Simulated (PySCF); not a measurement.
# BSiPH5Cl (SMILES [SiH3]PBCl): CCSD(T)/6-31G(d) (spherical functions)

What is the vertical ionisation energy of BSiPH5Cl at CCSD(T)/6-31G* (spherical functions)? The job is set up through a Python script.

Program for the calculation: PySCF 2.14.0.

**1. The structure to begin with**

The species is BSiPH5Cl (9 atoms), meant as a singlet with charge 0. SMILES: `[SiH3]PBCl`. Geometry: relaxed at GFN2-xTB. This is one conformer, not always the lowest.

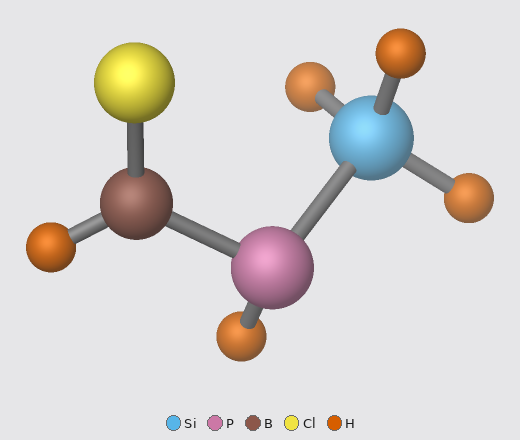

The structure, seen from a chosen angle (silicon blue, phosphorus pink, boron brown, chlorine yellow, hydrogen orange).

**2. A single-point energy at CCSD(T)/6-31G(d) (spherical functions)**

calc.py reads:

```python
# [SiH3]PBCl
from pyscf import gto, scf, cc

mol = gto.Mole()
mol.atom = [
    ('Si', (-0.658860, 0.617430, -1.200950)),
    ('P', (0.299070, -1.104550, -0.150170)),
    ('B', (0.940980, -0.450060, 1.455940)),
    ('Cl', (2.033210, 0.862250, 1.437850)),
    ('H', (-1.343370, 0.009620, -2.339890)),
    ('H', (-1.620790, 1.340360, -0.361030)),
    ('H', (0.426310, 1.505340, -1.609960)),
    ('H', (-0.806150, -1.799660, 0.287260)),
    ('H', (0.729600, -0.980730, 2.480950)),
]
mol.max_memory = 1860
mol.basis = '6-31g*'
mol.charge = 0
mol.verbose = 3
mol.build()

hf = scf.RHF(mol)
hf.conv_tol = 1e-10
hf.kernel()
if not hf.converged:
    hf = hf.newton().run(hf.mo_coeff, hf.mo_occ)

mycc = cc.CCSD(hf, frozen=16)
mycc.kernel()
e_t = mycc.ccsd_t()
etot = mycc.e_tot + e_t
print('Final energy', etot)
```

Command:

```
$ OMP_NUM_THREADS=1 python calc.py
```

The program printed:

```text
converged SCF energy = -1116.74171543292
E(CCSD) = -1117.183963710077  E_corr = -0.4422482771535995
CCSD(T) correction = -0.0140091890313724
Final energy -1117.1979728991082
```

Wall time 14 s (1 thread of Arm Neoverse V1, shared host); peak memory 0.26 GiB.

**3. The doublet cation, same level**

run.py reads:

```python
from pyscf import gto, cc

system = gto.M(
    atom='''
Si    -0.658860     0.617430    -1.200950
P      0.299070    -1.104550    -0.150170
B      0.940980    -0.450060     1.455940
Cl     2.033210     0.862250     1.437850
H     -1.343370     0.009620    -2.339890
H     -1.620790     1.340360    -0.361030
H      0.426310     1.505340    -1.609960
H     -0.806150    -1.799660     0.287260
H      0.729600    -0.980730     2.480950
''',
    max_memory=1860,
    verbose=4,
    spin=1,
    basis='6-31g*',
    charge=1,
)

mf = system.UHF()
mf.conv_tol = 1e-10
mf.kernel()
if not mf.converged:
    mf = mf.newton().run(mf.mo_coeff, mf.mo_occ)

mycc = cc.CCSD(mf, frozen=16)
mycc.kernel()
e_t = mycc.ccsd_t()
etot = mycc.e_tot + e_t
print('E(%s) = %.9f' % ('CCSD(T)', etot))
```

Command:

```
$ OMP_NUM_THREADS=1 python run.py
```

The program printed:

```text
PySCF version 2.14.0

[... 113 lines left out ...]
converged SCF energy = -1116.43173517895  <S^2> = 0.7611249  2S+1 = 2.0110941
[... 12 lines left out ...]
Init t2, MP2 energy = -0.363429106678166
[... 22 lines left out ...]
UCCSD converged
[... 2 lines left out ...]
E(CCSD(T)) = -1116.868414383
```

Run time: 74 s. Hardware: 1 thread of Arm Neoverse V1, shared host; peak memory 0.73 GiB.

**4. Outcome**

At CCSD(T)/6-31G* (spherical functions), 16 core orbitals frozen:

```
                                                                  quantity           value
                                            singlet BSiPH5Cl: total energy  -1117.19797 Eh
                    singlet BSiPH5Cl: dipole moment (Hartree–Fock density)          1.59 D
                     singlet BSiPH5Cl: HOMO energy (Hartree–Fock orbitals)        -9.69 eV
                     singlet BSiPH5Cl: LUMO energy (Hartree–Fock orbitals)         2.13 eV
                   singlet BSiPH5Cl: HOMO–LUMO gap (Hartree–Fock orbitals)        11.82 eV
            singlet BSiPH5Cl: correlation energy (16 core orbitals frozen)      -456.3 mEh
                                          singlet BSiPH5Cl: (T) correction      -14.01 mEh
                                           singlet BSiPH5Cl: T1 diagnostic           0.015
                                              doublet cation: total energy  -1116.86841 Eh
doublet cation: HOMO energy (Hartree–Fock orbitals) (highest over α and β)       -16.79 eV
 doublet cation: LUMO energy (Hartree–Fock orbitals) (lowest over α and β)        -7.30 eV
              doublet cation: correlation energy (16 core orbitals frozen)      -436.7 mEh
                                            doublet cation: (T) correction      -13.75 mEh
                         doublet cation: ⟨S²⟩ of the reference determinant           0.761
                                             doublet cation: T1 diagnostic           0.023
                        vertical ionisation energy (to the doublet cation)        8.968 eV
```

**Reading.** The vertical ionisation energy comes to 8.97 eV (207 kcal/mol). Mulliken charges (singlet BSiPH5Cl) of the mean-field density run from -0.18 on P2 to +0.59 on Si1. The triples (singlet BSiPH5Cl) make up 3.1 % of the correlation energy. Mulliken charges (doublet cation) of the mean-field density run from -0.05 on H5 to +0.59 on Si1. The triples (doublet cation) make up 3.1 % of the correlation energy.
